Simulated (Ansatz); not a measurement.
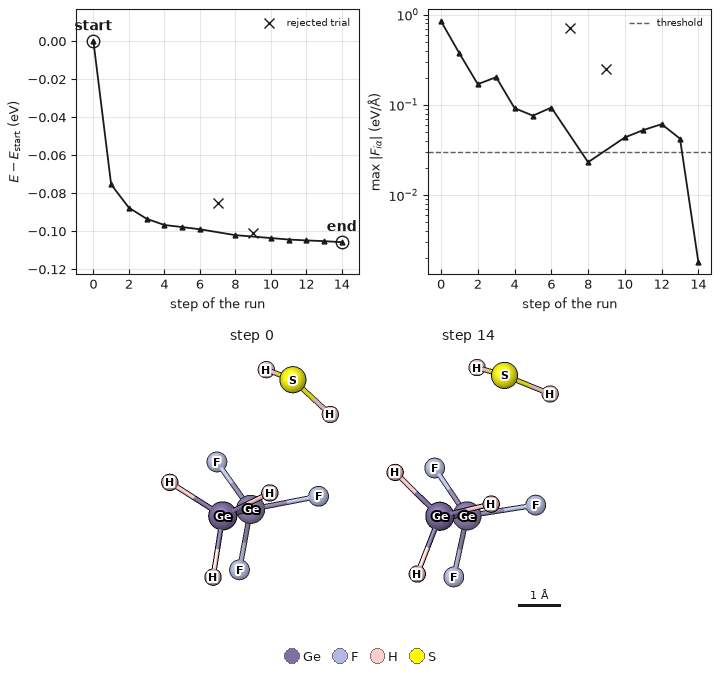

First and last geometry of a relaxation of Ge2H5SF3, with the history of the run. A ball-and-stick model, seen from a free direction.

The run prepares an end point of a later path (reaction) calculation, from a guessed geometry.

All numbers below come from RHF/def2-SVP (Ansatz 0.2.0).

The input:
```yaml
crystal:
  periodic: [false, false, false]
  atoms:
    - { symbol: Ge, position_ang: [-0.173774, 0.034202, -0.00343] }
    - { symbol: F, position_ang: [-0.21715, -0.097462, 1.690507] }
    - { symbol: F, position_ang: [1.486794, -0.12232, -0.380578] }
    - { symbol: Ge, position_ang: [-1.364297, 1.931588, -0.973925] }
    - { symbol: H, position_ang: [-2.636859, 1.368269, -1.60485] }
    - { symbol: H, position_ang: [-1.684951, 2.899241, 0.15677] }
    - { symbol: H, position_ang: [-0.449397, 2.556123, -2.02112] }
    - { symbol: F, position_ang: [-0.819656, -1.459818, -0.525023] }
    - { symbol: S, position_ang: [1.501939, 2.570808, 1.638793] }
    - { symbol: H, position_ang: [2.484734, 1.770602, 1.221345] }
    - { symbol: H, position_ang: [0.893516, 1.586667, 2.370011] }
basis:
  gaussian: { orbitals: def2-SVP }
hamiltonian:
  xc: hf
relax:
  f_tol: 0.03
  max_steps: 50
```

Run as
```bash
ansatz run input.yaml --threads 4 --pin off --max-ram 5120MiB --backend cpu --events-out ev --progress --plain --runs-dir out
```

> Read the history and describe the run.

It converged. The atom that moves furthest after the best rigid fit is H11 (0.51 Å). By element the largest moves are H 0.51 Å, F 0.22 Å, S 0.17 Å, Ge 0.16 Å. Near-neighbour distances that change, for instance: Ge1–S9 3.455 → 3.699 Å, S9–H11 1.369 → 1.335 Å, Ge1–F2 1.700 → 1.710 Å. After 12 accepted moves (14 points after the start) the energy has fallen by 0.106 eV. Largest force component: 0.85 eV/Å at the start, 0.0018 eV/Å at the end. The line search rejected the trial steps at points 7, 9 of the run. The forces were under the threshold at step 8, but the run went on from there.

Limits of the set-up: Hartree-Fock leaves out electron correlation.
